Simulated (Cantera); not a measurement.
Input: 1 mol CHF3, 0.055 mol H2, equilibrated at 53.0 mbar.

Cantera equilibrium calculation (NASA polynomials, part measured and part estimated; ideal gas, pure solids and liquids). Candidate condensed phases: C, C6H6, C7H8, C8H18; 95 gas species. Gases not in the tables: C2F6 and larger saturated fluorocarbons. Rates play no part.

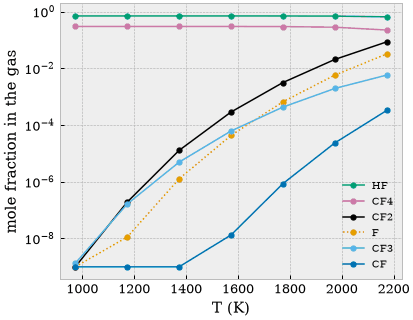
*Equilibrium gas composition (values under 1e-9 drawn at 1e-9)*

From 973 K to 2173 K the condensed part is C(graphite). The main C-bearing gas is CF4 throughout. The share of C in condensed phases is highest at 973 K (52.8 %) and lowest at 2173 K (46.6 %).
